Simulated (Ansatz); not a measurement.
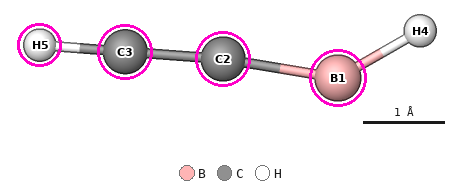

C$_{2}$H$_{2}$B (multiplicity 2): the B1–C2 distance and the C3–H5 distance are varied on a grid, with the rest of the molecule carried along rigidly. The picture shows the minimum geometry. The ringed atoms are those of the scanned coordinate. The picture is a ball-and-stick view, seen face on.

Single-point energies from Ansatz with r2SCAN-D4 in the def2-TZVPP basis, on geometries moved rigidly from the minimum at PBE0-D4/def2-TZVP. Energies are counted from the PBE0-D4/def2-TZVP minimum geometry at the same level.

```xyz
5

B    -1.2730    0.5461   -0.0719
C     0.0728    0.0140   -0.0775
C     1.2221   -0.3860   -0.1804
H    -2.2466    0.5628    0.5965
H     2.2247   -0.7370   -0.2668
```

What energies does the calculation give on a grid with rows 1.245, 1.307, 1.397, 1.503, 1.621, 1.747, 1.881 and columns 0.959, 0.990, 1.036, 1.089, 1.148, 1.211, 1.279 (B1–C2 distance (Å); C3–H5 distance (Å))?

Rows: B1–C2 distance (Å); columns: C3–H5 distance (Å); values in eV.

```csv
,0.959,0.990,1.036,1.089,1.148,1.211,1.279
1.245,1.276,1.132,1.022,1.017,1.125,1.335,1.636
1.307,0.694,0.550,0.440,0.435,0.544,0.754,1.055
1.397,0.314,0.170,0.060,0.055,0.163,0.373,0.674
1.503,0.323,0.179,0.069,0.064,0.172,0.382,0.682
1.621,0.669,0.525,0.415,0.409,0.517,0.726,1.026
1.747,1.232,1.088,0.978,0.972,1.080,1.289,1.588
1.881,1.916,1.772,1.661,1.656,1.763,1.972,2.271
```

In pairs of (B1–C2 distance (Å); C3–H5 distance (Å)): the lowest computed point lies at (1.397, 1.089) (0.055 eV), the highest at (1.881, 1.279) (2.271 eV).  Over the ranges scanned the energy rises more along the first axis, the B1–C2 distance.

As a map, interpolated between the computed points (dots):

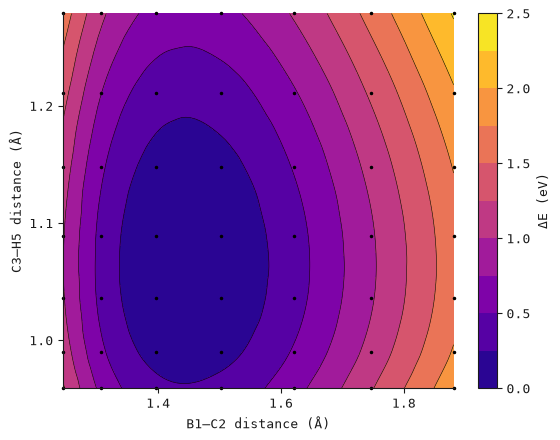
